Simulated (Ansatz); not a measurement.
## C₂H₈OSi₂: molecular dynamics (part 3 of 3)

Continued. System: C₂H₈OSi₂. Method: RKS PBE-D4/def2-SVP (Ansatz 0.2.0). It belongs to a series of runs on one base structure; here: dynamics from the highest image of the converged band.

Geometry of the input (Å):
```
C  -1.6558  0.2101  0.7380
Si 0.2323  0.3330  0.6197
Si 1.2068  -1.6493  -0.2153
C  0.7144  1.6472  -0.7228
O  -0.2509  1.9560  -1.5973
H  -2.0704  0.4258  -0.2696
H  -2.0065  -0.7902  1.0595
H  -2.0547  0.9670  1.4425
H  0.9043  0.6977  1.9171
H  2.6994  -1.5126  -0.3439
H  0.6268  -1.9590  -1.5707
H  0.9010  -2.8022  0.7063
H  0.7736  2.4421  -1.7484
```

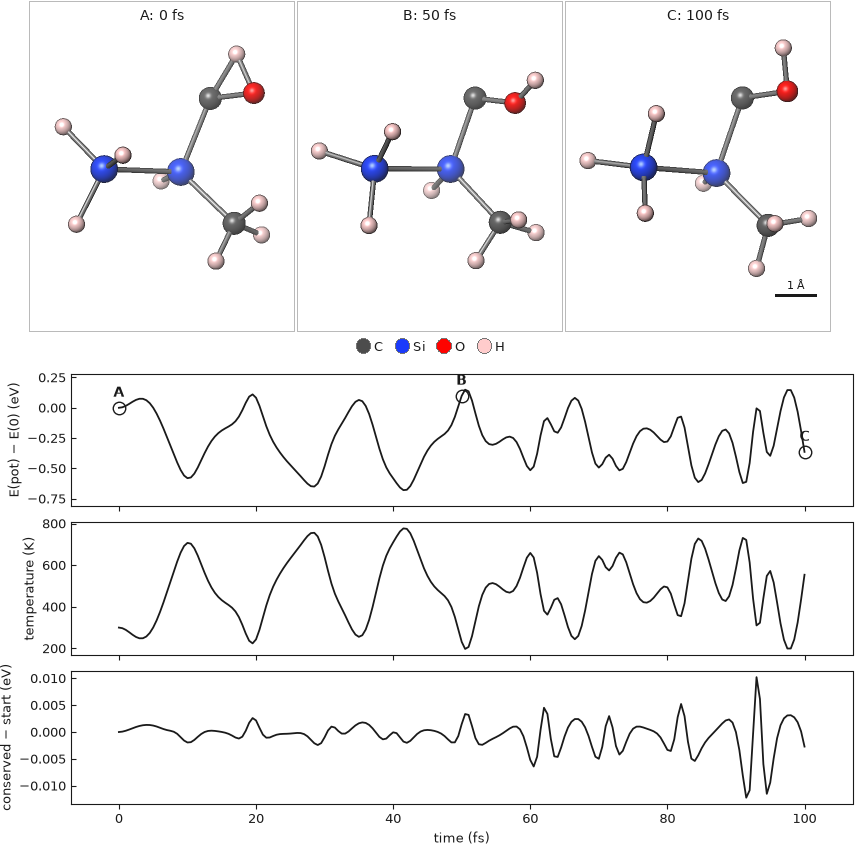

Figure 1. Frames of the molecular dynamics (ball-and-stick, seen at a tilt) above the curves, on which the letters mark them. The trajectory kept here has 201 frames over 100 fs. The temperature starts at 300 K, ranges from 197 to 777 K and averages 474 K over the second half. The potential energy ends 0.364 eV below its first value. The conserved quantity stays within 0.022 eV. After an unweighted best fit of the last frame on the first, the root-mean-square displacement is 0.68 Å, and H12 has moved furthest (1.26 Å).

```
Total energy: -19981.70589910 eV, -734.3141477051 hartree
Atom 0 at    -1.640632     0.136604     0.805768 Å, force    -0.107524    -0.520879     0.749980 eV/Å
Atom 1 at     0.257575     0.355215     0.712190 Å, force    -0.896341     0.703940    -0.151085 eV/Å
Atom 2 at     1.162789    -1.583029    -0.278135 Å, force     0.588174     0.464370    -0.121410 eV/Å
Atom 3 at     0.782106     1.595762    -0.699935 Å, force    -1.572123     0.355339    -1.779483 eV/Å
Atom 4 at    -0.242455     1.880061    -1.673346 Å, force     4.480112     0.148943     0.438527 eV/Å
Atom 5 at    -2.098734    -0.341298    -0.079350 Å, force     0.240363    -0.187637    -0.153656 eV/Å
Atom 6 at    -1.954074    -0.444804     1.711887 Å, force     0.087695     0.077907    -0.303496 eV/Å
Atom 7 at    -2.137237     1.108642     0.886004 Å, force    -0.087847     0.571163     0.105185 eV/Å
Atom 8 at     0.837942     0.849941     2.061604 Å, force    -0.147238    -0.283931    -0.675271 eV/Å
Atom 9 at     2.483789    -2.014929     0.323959 Å, force    -0.217485    -0.090869    -0.033149 eV/Å
Atom 10 at     1.466626    -1.085072    -1.676773 Å, force    -0.041892    -0.216461     0.007010 eV/Å
Atom 11 at     0.157098    -2.690218    -0.343591 Å, force    -0.049619    -0.092707     0.067969 eV/Å
Atom 12 at     0.416887     2.314333    -2.391705 Å, force    -2.276274    -0.929176     1.848878 eV/Å
Dipole moment:    -0.210172    -0.034579    -0.122350 e Å
```

### Trajectory as extended XYZ (Å, eV, eV/Å), 16 of the 201 frames kept, from step=0 to step=200
```
13
Properties=species:S:1:pos:R:3:forces:R:3 step=0 time_fs=0.0 energy=-19981.34213 temperature=300.0
C    -1.6558    0.2101    0.7380    0.0042  -0.0029  -0.0007
Si    0.2323    0.3330    0.6197    0.0041  -0.0044   0.0063
Si    1.2068   -1.6493   -0.2153   -0.0031  -0.0027  -0.0005
C     0.7144    1.6472   -0.7228    0.0078   0.0081  -0.0034
O    -0.2509    1.9560   -1.5973   -0.0060  -0.0034   0.0014
H    -2.0704    0.4258   -0.2696    0.0012   0.0027  -0.0026
H    -2.0065   -0.7902    1.0595   -0.0028   0.0015  -0.0023
H    -2.0547    0.9670    1.4425   -0.0004   0.0001  -0.0004
H     0.9044    0.6977    1.9171   -0.0004   0.0003   0.0005
H     2.6994   -1.5126   -0.3440   -0.0002   0.0030   0.0009
H     0.6268   -1.9590   -1.5707   -0.0014  -0.0006   0.0005
H     0.9010   -2.8022    0.7063    0.0003  -0.0010   0.0004
H     0.7736    2.4421   -1.7484   -0.0032  -0.0007   0.0001
13
Properties=species:S:1:pos:R:3:forces:R:3 step=13 time_fs=6.5 energy=-19981.51344 temperature=420.9
C    -1.6712    0.2105    0.7164    1.0118   0.3885   0.2019
Si    0.2548    0.3201    0.6516   -0.3409   0.7431   0.2609
Si    1.1981   -1.6493   -0.2167    0.6324   0.4151  -0.0466
C     0.7089    1.6443   -0.7064   -0.0674  -0.5927   0.4879
O    -0.2625    1.9692   -1.6245    1.4846  -0.5059   1.1165
H    -1.9153    0.4248   -0.3492   -0.3735  -0.2099   0.2188
H    -1.9684   -0.7887    1.0585   -0.4629  -0.1871  -0.0691
H    -2.0824    1.0093    1.3759   -0.0264  -0.2353  -0.1767
H     1.0264    0.7061    1.9459   -0.4730  -0.1445  -0.5694
H     2.7313   -1.5196   -0.2437   -0.5530  -0.0922  -0.1041
H     0.6234   -1.7623   -1.6002    0.0829  -0.2106  -0.0839
H     0.8431   -2.8319    0.6249   -0.1103  -0.1701   0.0463
H     0.5628    2.4110   -1.9754   -0.8042   0.8015  -1.2825
13
Properties=species:S:1:pos:R:3:forces:R:3 step=27 time_fs=13.5 energy=-19981.61589 temperature=492.7
C    -1.6548    0.2115    0.7012    0.2078  -1.1178   0.2062
Si    0.2704    0.3166    0.6846   -1.6445   0.5806  -1.7075
Si    1.1933   -1.6444   -0.2193   -0.8604  -0.0650  -0.1363
C     0.7001    1.6326   -0.6914    0.1864   1.1740  -2.2145
O    -0.2356    1.9695   -1.6247    0.5897  -0.4394   0.1664
H    -1.8941    0.3539   -0.3755   -0.0863   0.0473   0.0811
H    -2.0793   -0.7846    1.0144    0.1606   0.5199  -0.0497
H    -2.1426    1.0101    1.2765   -0.0832   0.2277   0.1795
H     1.0320    0.6951    1.8616    0.2904   0.3438   0.8606
H     2.6546   -1.5595   -0.1773    0.7214  -0.0453  -0.1027
H     0.6624   -1.6433   -1.6453    0.1944  -0.2480   0.1873
H     0.7470   -2.8978    0.5378    0.0467   0.3429  -0.2311
H     0.0215    2.5587   -2.4998    0.2770  -1.3207   2.7607
13
Properties=species:S:1:pos:R:3:forces:R:3 step=40 time_fs=20.0 energy=-19981.25919 temperature=243.2
C    -1.6321    0.1933    0.6956   -0.7788   0.3175   0.0777
Si    0.2649    0.3232    0.6959   -0.1899   0.8496  -0.3742
Si    1.1822   -1.6389   -0.2230    1.1191   0.5697   0.0289
C     0.7067    1.6542   -0.7351    2.2886   0.8676  -0.0878
O    -0.2049    1.9456   -1.6032   -2.8527  -3.7399   3.4936
H    -1.9143    0.3033   -0.3751    0.2268   0.1522  -0.1455
H    -2.1757   -0.7122    0.9930    0.1777  -0.5460   0.4024
H    -2.1811    1.0267    1.2015    0.4149  -0.0504   0.0162
H     1.0602    0.7711    1.9790   -0.7034  -0.2376  -0.7953
H     2.7419   -1.6192   -0.1599   -0.8453  -0.0808  -0.0283
H     0.7651   -1.6285   -1.6508   -0.0586  -0.0777  -0.3770
H     0.6587   -2.8760    0.3935   -0.1416  -0.3940   0.2729
H    -0.3270    2.4661   -2.3533    1.3432   2.3699  -2.4834
13
Properties=species:S:1:pos:R:3:forces:R:3 step=53 time_fs=26.5 energy=-19981.90616 temperature=696.5
C    -1.6331    0.1740    0.6912   -0.4105   0.2502  -0.2170
Si    0.2543    0.3406    0.6971   -0.3228   0.0360  -2.0705
Si    1.1804   -1.6281   -0.2276   -1.1459  -0.4266  -0.4794
C     0.7799    1.7046   -0.7872    0.8256  -0.4535   1.3354
O    -0.2431    1.8699   -1.5468   -0.7937   1.7899  -1.9097
H    -1.8634    0.2927   -0.3971   -0.1095  -0.1995   0.1670
H    -2.1558   -0.7338    1.0775    0.3869   0.1428  -0.0693
H    -2.1042    1.0638    1.1609    0.0462  -0.0343   0.1389
H     0.8912    0.7981    1.9118    0.4428   0.2906   0.9467
H     2.6313   -1.7102   -0.1478    0.9269  -0.0712   0.1847
H     0.8599   -1.6455   -1.7354    0.0124   0.0995   0.4670
H     0.5464   -2.9262    0.3165    0.2583   0.4828  -0.0619
H    -0.0835    2.6395   -2.2859   -0.1167  -1.9067   1.5681
13
Properties=species:S:1:pos:R:3:forces:R:3 step=67 time_fs=33.5 energy=-19981.37581 temperature=323.8
C    -1.6439    0.1677    0.6802    0.7753   0.1017  -0.1116
Si    0.2426    0.3633    0.6737    1.3540   0.6690   0.1727
Si    1.1700   -1.6209   -0.2378    1.1856   0.0823   0.2997
C     0.8850    1.7375   -0.7919   -2.2754  -2.0103   1.6795
O    -0.3124    1.8089   -1.5121    3.0367   1.5757  -0.1054
H    -1.8725    0.2109   -0.3988   -0.5116  -0.1369  -0.0767
H    -2.0051   -0.7616    1.1749    0.0263   0.2613  -0.1849
H    -2.0102    1.0797    1.1697   -0.4939   0.1187   0.1491
H     0.7913    0.8714    2.0514   -0.1971  -0.4858  -0.7179
H     2.7064   -1.8249   -0.0681   -0.7686   0.1954   0.0450
H     0.9537   -1.6220   -1.7070   -0.1556   0.1629  -0.4248
H     0.4969   -2.8506    0.2420   -0.2360  -0.3517   0.2888
H     0.2511    2.4954   -1.9922   -1.7397  -0.1823  -1.0134
13
Properties=species:S:1:pos:R:3:forces:R:3 step=80 time_fs=40.0 energy=-19981.92451 temperature=709.6
C    -1.6338    0.1749    0.6633   -0.0214   0.5754  -0.1433
Si    0.2476    0.3923    0.6485    0.4510   0.2152  -0.6449
Si    1.1706   -1.6149   -0.2452   -0.4831  -0.1635  -0.1603
C     0.9123    1.7049   -0.7417   -2.9548  -0.8459  -0.1625
O    -0.3101    1.7833   -1.4781    2.2934  -0.6948   2.2397
H    -2.0498    0.0839   -0.3692    0.0911   0.1405   0.3172
H    -1.8710   -0.7391    1.2236   -0.2051  -0.2311   0.2257
H    -2.0685    1.0647    1.1953   -0.0301  -0.4352  -0.3269
H     0.6802    0.7991    2.0225    0.2728  -0.0951   0.1332
H     2.6041   -1.8709    0.0343    0.3962   0.0324   0.0820
H     0.9918   -1.5405   -1.7626    0.0082  -0.0152   0.3418
H     0.3998   -2.8392    0.2526    0.0970   0.3058  -0.1048
H    -0.0122    2.3737   -2.1504    0.0848   1.2115  -1.7969
13
Properties=species:S:1:pos:R:3:forces:R:3 step=93 time_fs=46.5 energy=-19981.59887 temperature=480.6
C    -1.6222    0.1867    0.6459   -0.5903  -1.0100   0.6821
Si    0.2589    0.4238    0.6153   -0.6376  -0.6198   0.2305
Si    1.1676   -1.6099   -0.2535    0.0480   0.3005   0.3694
C     0.8507    1.6469   -0.6979    0.2817   1.0557  -1.6217
O    -0.2448    1.7717   -1.4283   -1.8238  -0.0470  -1.2242
H    -2.2103   -0.0084   -0.2717    0.4809  -0.0008  -0.3086
H    -1.7864   -0.7176    1.2981   -0.0105   0.2813  -0.2218
H    -2.1767    0.9840    1.1604    0.0896   0.4881   0.2137
H     0.6659    0.6813    2.0352    0.2847   0.1042   0.0200
H     2.5927   -1.8965    0.1633   -0.0930   0.0739  -0.1626
H     1.0283   -1.4642   -1.7401    0.0796  -0.1677  -0.1232
H     0.3182   -2.7539    0.2423   -0.0310   0.0210  -0.0776
H    -0.4301    2.2223   -2.3929    1.9218  -0.4794   2.2239
13
Properties=species:S:1:pos:R:3:forces:R:3 step=107 time_fs=53.5 energy=-19981.61722 temperature=492.0
C    -1.6325    0.1790    0.6497   -0.1927  -0.0839   0.7033
Si    0.2621    0.4472    0.5857   -0.7140  -1.3647   2.1797
Si    1.1644   -1.5992   -0.2573    0.0766   0.5590   0.1018
C     0.8092    1.6164   -0.6940    4.0134   0.8855   0.1614
O    -0.2234    1.7483   -1.3814   -4.4208   0.1942  -3.1798
H    -2.1818   -0.0954   -0.2693    0.2980   0.0243  -0.2195
H    -1.7284   -0.6698    1.3523   -0.2132  -0.2467   0.0772
H    -2.2041    1.0022    1.1392    0.2738   0.0790  -0.1585
H     0.7643    0.6003    2.0428   -0.0750   0.1066  -0.6361
H     2.5683   -1.8979    0.2358   -0.2183   0.0078  -0.1756
H     1.1031   -1.4536   -1.7573    0.0973  -0.2231   0.0062
H     0.2094   -2.6631    0.2023    0.0183  -0.1499  -0.0340
H    -0.2522    2.1034   -2.3526    1.0567   0.2120   1.1739
13
Properties=species:S:1:pos:R:3:forces:R:3 step=120 time_fs=60.0 energy=-19981.85735 temperature=658.7
C    -1.6484    0.1618    0.6759    0.7555   0.0693   0.1068
Si    0.2540    0.4492    0.5852   -0.5742  -1.3793   0.7446
Si    1.1608   -1.5814   -0.2597   -0.8533   0.1117  -0.5009
C     0.8790    1.6179   -0.6933   -0.4665   0.0356  -0.0515
O    -0.2831    1.7258   -1.3892    1.7849   1.1709  -1.8157
H    -2.0211   -0.1544   -0.3254   -0.1006   0.2405   0.2992
H    -1.7564   -0.6731    1.3971   -0.2787   0.0219  -0.0066
H    -2.1445    1.0768    1.0736   -0.1253  -0.2641  -0.2412
H     0.8697    0.5719    1.8971    0.3554   0.1830   0.9728
H     2.5032   -1.9051    0.2529    0.4660  -0.1755   0.2131
H     1.2066   -1.5283   -1.7828   -0.0085  -0.0859   0.2800
H     0.1228   -2.6335    0.1509    0.3835   0.1414  -0.1065
H     0.1287    2.1633   -2.1885   -1.3382  -0.0696   0.1059
13
Properties=species:S:1:pos:R:3:forces:R:3 step=133 time_fs=66.5 energy=-19981.26032 temperature=244.2
C    -1.6396    0.1453    0.7083    0.6854  -0.0898   0.0003
Si    0.2406    0.4325    0.6008    1.2245  -0.5206   1.8797
Si    1.1497   -1.5616   -0.2668    1.1219  -0.2013   0.3384
C     0.9372    1.6207   -0.6941   -2.8118  -0.4560  -0.3903
O    -0.3174    1.7213   -1.4317    5.1083   3.2079  -2.2011
H    -1.9044   -0.1475   -0.3212   -0.3389  -0.1313  -0.0796
H    -1.8870   -0.6664    1.4339    0.0158   0.3025  -0.2296
H    -2.1406    1.0920    0.9449   -0.3310   0.1800   0.1856
H     1.0324    0.6030    1.9625   -0.6983  -0.1050  -0.7528
H     2.5391   -1.9552    0.3195   -0.7505   0.2227  -0.1847
H     1.3120   -1.6344   -1.7424   -0.0437   0.1630  -0.3842
H     0.1410   -2.5907    0.0749   -0.2701  -0.4543   0.1920
H     0.2458    2.3643   -2.1342   -2.9116  -2.1177   1.6263
13
Properties=species:S:1:pos:R:3:forces:R:3 step=147 time_fs=73.5 energy=-19981.84555 temperature=651.6
C    -1.6129    0.1362    0.7371   -0.8924   0.8560  -0.6625
Si    0.2411    0.4056    0.6413    0.0121  -0.2105  -0.9497
Si    1.1481   -1.5453   -0.2733   -0.8219  -0.9670  -0.7046
C     0.9015    1.6106   -0.7111   -2.1942   0.5826  -1.4597
O    -0.2565    1.7553   -1.4816    0.8095   0.1498   0.9603
H    -1.8950   -0.1769   -0.2941    0.0386  -0.1721   0.0860
H    -2.0306   -0.5990    1.4359    0.1783  -0.2925   0.2942
H    -2.2063    1.0855    0.8539    0.4357  -0.2412   0.1996
H     0.9935    0.6157    1.8546    0.4579   0.2341   1.0982
H     2.3903   -1.9515    0.3673    0.8425  -0.1882   0.4498
H     1.3947   -1.6740   -1.7818   -0.1702   0.3206   0.3801
H     0.1189   -2.6580    0.0459    0.3306   0.3775  -0.0963
H    -0.2552    2.4071   -2.2394    0.9735  -0.4491   0.4046
13
Properties=species:S:1:pos:R:3:forces:R:3 step=160 time_fs=80.0 energy=-19981.62047 temperature=493.4
C    -1.6122    0.1417    0.7483   -0.8193  -0.5219   0.0009
Si    0.2467    0.3783    0.6732    0.7433   0.5304   0.0571
Si    1.1423   -1.5435   -0.2844    1.0815  -0.6611   1.1323
C     0.8012    1.6159   -0.7654    3.3192   0.1717   1.8114
O    -0.1850    1.7888   -1.5052   -5.0656  -0.4388  -1.2411
H    -1.8900   -0.2708   -0.2491    0.0156   0.1174   0.0213
H    -2.0597   -0.5709    1.4822    0.4100   0.0974   0.0086
H    -2.1754    1.0820    0.8562   -0.0016   0.3475   0.0401
H     1.0129    0.6889    1.9890   -0.4590  -0.0937  -0.6320
H     2.4236   -1.9710    0.5038   -0.5464   0.2524  -0.5593
H     1.4179   -1.5873   -1.7371    0.0800   0.2159  -0.4524
H     0.1758   -2.6352   -0.0009   -0.3560  -0.3399   0.0069
H    -0.3352    2.3666   -2.2952    1.5983   0.3227  -0.1939
13
Properties=species:S:1:pos:R:3:forces:R:3 step=173 time_fs=86.5 energy=-19981.72614 temperature=569.8
C    -1.6359    0.1409    0.7577    0.4263  -0.0686   0.4462
Si    0.2594    0.3579    0.7016   -0.4722   0.8692  -1.0669
Si    1.1469   -1.5520   -0.2845   -0.2920  -0.4326  -0.2358
C     0.7843    1.6259   -0.7724    0.8459  -0.6664   1.4485
O    -0.2160    1.8123   -1.5476    0.7407   1.9733  -3.1965
H    -1.8911   -0.3289   -0.2082   -0.2746   0.1252  -0.1330
H    -1.9627   -0.5412    1.5692   -0.0856   0.0842  -0.0017
H    -2.1130    1.1362    0.8718   -0.1585  -0.1586  -0.0796
H     0.9220    0.7480    1.9889    0.0485   0.0107   0.0143
H     2.3464   -1.9277    0.4852    0.6255  -0.2243   0.0718
H     1.4512   -1.4153   -1.7808   -0.0920  -0.0019   0.4607
H     0.1476   -2.6849   -0.0617    0.1415   0.2095  -0.1814
H     0.1607    2.4343   -2.4596   -1.4535  -1.7199   2.4533
13
Properties=species:S:1:pos:R:3:forces:R:3 step=187 time_fs=93.5 energy=-19981.36865 temperature=323.0
C    -1.6485    0.1352    0.7797    0.5512   0.5815  -0.1544
Si    0.2660    0.3494    0.7149   -0.9492   1.0058  -0.9400
Si    1.1512   -1.5676   -0.2842    0.7230  -0.1078   0.6237
C     0.8118    1.6153   -0.7242   -1.8186  -0.3707  -0.5540
O    -0.2559    1.8612   -1.6442   -2.6940  -4.3765   7.6170
H    -1.9889   -0.3307   -0.1744   -0.0108   0.0259   0.3131
H    -1.8965   -0.4803    1.6564   -0.3853  -0.1841   0.0960
H    -2.1096    1.1540    0.8656    0.0427  -0.4449   0.0528
H     0.8480    0.8217    2.0189    0.1067  -0.1308  -0.0322
H     2.4452   -1.9519    0.4433   -0.3463  -0.0365  -0.3237
H     1.4606   -1.2278   -1.7040    0.0179  -0.0658  -0.2440
H     0.1499   -2.6850   -0.1926   -0.0030  -0.0331  -0.0532
H     0.3040    2.2139   -2.1920    4.7657   4.1370  -6.4011
13
Properties=species:S:1:pos:R:3:forces:R:3 step=200 time_fs=100.0 energy=-19981.70586 temperature=553.9
C    -1.6406    0.1366    0.8058   -0.1075  -0.5209   0.7500
Si    0.2576    0.3552    0.7122   -0.8963   0.7039  -0.1511
Si    1.1628   -1.5830   -0.2781    0.5882   0.4644  -0.1214
C     0.7821    1.5958   -0.6999   -1.5721   0.3553  -1.7795
O    -0.2425    1.8801   -1.6733    4.4801   0.1489   0.4385
H    -2.0987   -0.3413   -0.0794    0.2404  -0.1876  -0.1537
H    -1.9541   -0.4448    1.7119    0.0877   0.0779  -0.3035
H    -2.1372    1.1086    0.8860   -0.0878   0.5712   0.1052
H     0.8379    0.8499    2.0616   -0.1472  -0.2839  -0.6753
H     2.4838   -2.0149    0.3240   -0.2175  -0.0909  -0.0331
H     1.4666   -1.0851   -1.6768   -0.0419  -0.2165   0.0070
H     0.1571   -2.6902   -0.3436   -0.0496  -0.0927   0.0680
H     0.4169    2.3143   -2.3917   -2.2763  -0.9292   1.8489
```
